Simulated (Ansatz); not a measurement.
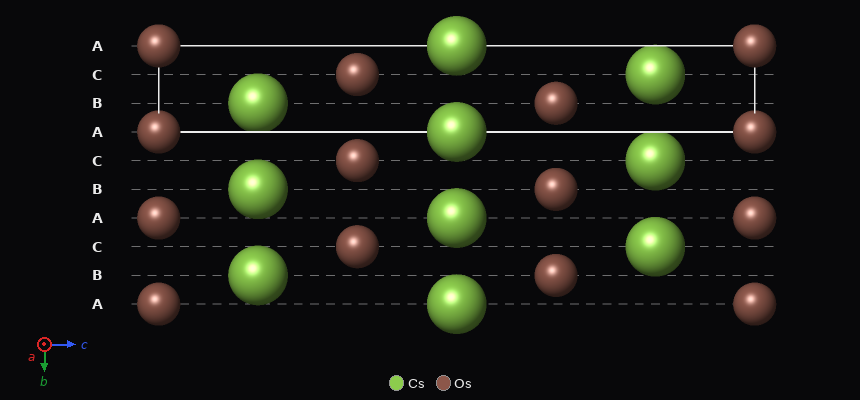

The picture looks along a close-packed row of the hexagonal mesh; c points to the right. The dashed lines mark the three columns A (0, 0), B (1/3, 2/3) and C (2/3, 1/3). The sequence starts with the first layer at or above the cell's origin.

The compound is CsOs, taken as the end point of a relaxation with DFT PBE, scalar-relativistic, plane waves, PAW (Ansatz 0.2.0); the starting structure was generated, so it need not be a known form of this composition.

Q: List the layers of one repeat.

A: Os(A) – Cs(B) – Os(C) – Cs(A) – Os(B) – Cs(C) (six layers in 18.45 Å).

Heights of the layers:

```tsv
layer	atoms (column)	height (Å)	to next (Å)
1	Os(A)	0.00	3.08
2	Cs(B)	3.08	3.08
3	Os(C)	6.15	3.08
4	Cs(A)	9.23	3.08
5	Os(B)	12.30	3.08
6	Cs(C)	15.38	3.08
```
